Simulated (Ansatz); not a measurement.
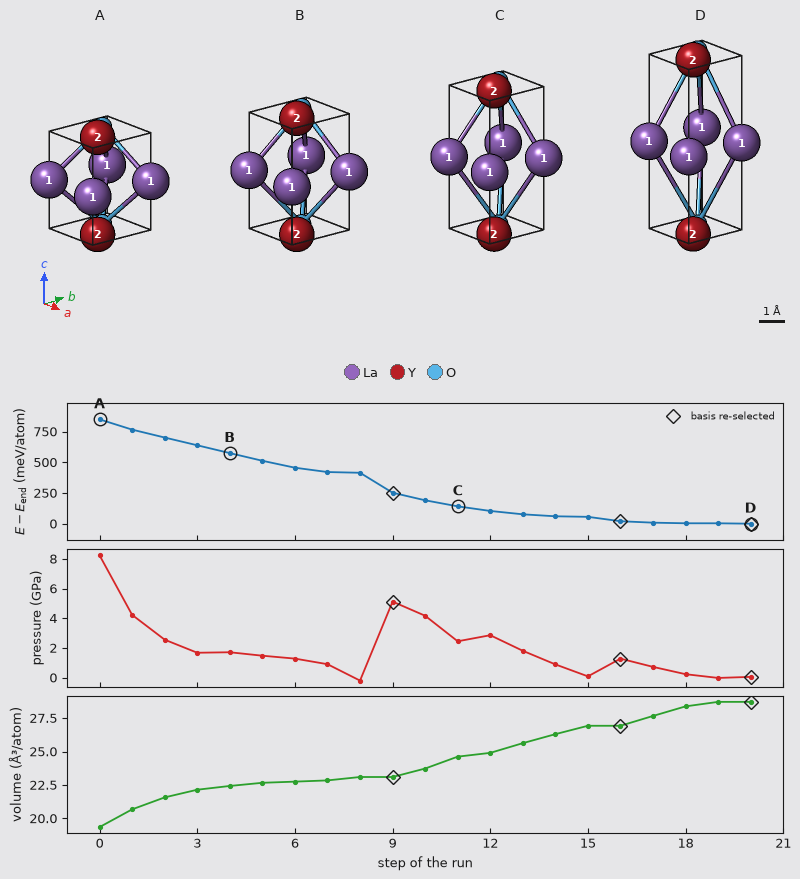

Frames of a relaxation of crystalline LaYO (a generated structure, set up in P-6m2) (coarse preliminary run), marked on the history of the run. The picture is a ball-and-stick view of the cell of the calculation, seen slightly off an axis.

These are results of DFT PBE, scalar-relativistic, plane waves, PAW (Ansatz 0.2.0), not measurements. (plane-wave cutoff 420 eV; k-point mesh 6 × 6 × 4; occupations gaussian; smearing width 0.1 eV; no spin polarisation; cell and atoms relaxed; force threshold 0.04 eV/Å; at most 70 steps)

Q: Describe the path.

A: The atoms keep their places relative to the cell (all moves are under 0.005 Å). Cell: a = b 4.108 → 3.737 Å (−9.0 %), c 3.973 → 7.123 Å (+79.3 %). Volume +48.4 %. Near-neighbour distances that change, for instance: La–O 3.094 → 4.164 Å, La–Y 3.094 → 4.164 Å, O–Y 2.372 → 2.157 Å. The space group stays P-6m2 (No. 187). The energy falls by 849 meV per atom in 17 accepted moves (20 points after the start). All forces vanish by symmetry, so only the cell relaxes. Pressure: 8.23 GPa at the start and 0.05 GPa at the end. At 3 points the geometry stayed and the basis and grid were re-selected for the new cell (energy shift of 162 meV per atom at most each time). Cost: 38 s on 1 thread of Intel(R) Xeon(R) Platinum 8559C (Emerald Rapids), with other jobs on the host, peak memory 0.46 GiB. From step 0 to 4: volume +15.9 %, energy −274 meV per atom. From step 4 to 11: volume +9.8 %, energy −433 meV per atom. From step 11 to 20: volume +16.6 %, energy −141 meV per atom.

```
step  E − E(0), meV/atom  pressure, GPa  volume, Å³/atom                      note
   0                0.00           8.23           19.352                          
   1              -83.51           4.22           20.677                          
   2             -147.90           2.55           21.571                          
   3             -210.98           1.68           22.145                          
   4             -274.49           1.71           22.426                          
   5             -337.02           1.48           22.663                          
   6             -393.52           1.28           22.750                          
   7             -428.76           0.90           22.842                          
   8             -434.69          -0.20           23.096                          
   9             -597.08           5.12           23.096  same geometry, new basis
  10             -658.71           4.17           23.729                          
  11             -707.97           2.45           24.618                          
  12             -745.53           2.86           24.900                          
  13             -772.81           1.81           25.627                          
  14             -788.94           0.89           26.299                          
  15             -793.37           0.09           26.926                          
  16             -829.18           1.28           26.926  same geometry, new basis
  17             -840.87           0.72           27.661                          
  18             -845.84           0.23           28.378                          
  19             -845.97          -0.02           28.714                          
  20             -849.29           0.05           28.714  same geometry, new basis
```

Limits of the set-up: the k-point mesh is coarse for a cell with partly filled bands.
